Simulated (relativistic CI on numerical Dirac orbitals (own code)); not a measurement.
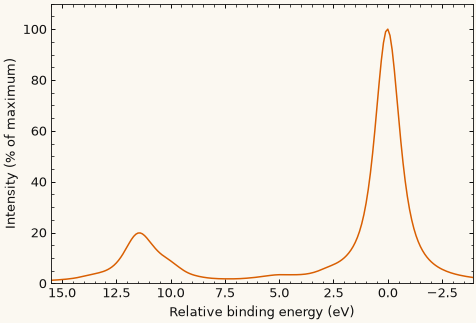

1s photoemission of nominal Ti²⁺ (d²) with U_dd = 5.5, U_pd = 8.1, 10Dq = 0.25 (ligand 0.1), V(eg) = 2.7, V(t2g) = −1.15 eV, final-state hopping scaled by 1. Charge-transfer multiplet model of a cubic metal–ligand cluster, up to 2 ligand holes (L), atomic integrals computed for Dirac–Coulomb–Breit ions and scaled by 0.8, 300 K, Voigt broadening (Lorentzian 1.1 eV, Gaussian 0.6 eV). Energies are counted from the highest peak in the lower part of the range.

> Estimate the charge-transfer energy Δ and the make-up of the ground state.

Δ = 4.6 eV, close to U_dd. The ground state is 54 % d², 40 % d³L and 6 % d⁴L², with 2.52 d electrons and S = 1.00. The main maxima lie at 0.0 eV (100) and 11.4 eV (20), heights in % of the largest.
